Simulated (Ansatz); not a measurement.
Species, as SMILES: [Cl][Ga] (Cl-Ga) (closed-shell singlet).
Atoms: Ga1, Cl2. Bonds: Ga1-Cl2.

Basis-set convergence of the optimised Ga1-Cl2 bond length at PBE with Ansatz (a first-principles code). Cartesian d functions, on some or all atoms, in 6-31G**, 6-311G**; all else is spherical. The program fits the integrals of some runs and decomposes those of others, by size. No added dispersion term, no relativity. Reference: the value in pcseg-4, 2.2344 Å, itself unsure by roughly 0.0007 Å (its mean distance from aug-pcseg-3, aug-cc-pV(Q+d)Z, cc-pV(5+d)Z). Deviations are taken from unrounded values.

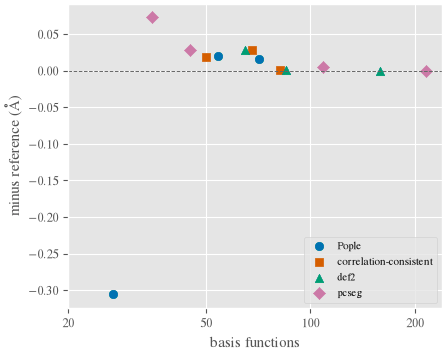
Figure. Deviation from the reference against the number of basis functions, by family of sets.

```csv
basis,functions,optimised Ga1-Cl2 bond length (Å),minus reference (Å)
STO-3G,27,1.9289,-0.3055
pcseg-0,35,2.3073,0.0729
pcseg-1,45,2.2633,0.0289
cc-pV(D+d)Z,50,2.2531,0.0187
6-31G**,54,2.2550,0.0206
def2-SVPD,65,2.2624,0.0280
aug-cc-pV(D+d)Z,68,2.2626,0.0282
6-311G**,71,2.2503,0.0159
cc-pV(T+d)Z,82,2.2357,0.0013
def2-TZVP,85,2.2351,0.0007
aug-pcseg-2,109,2.2390,0.0046
def2-QZVPP,159,2.2336,-0.0008
pcseg-4,216,2.2344,0.0000
```
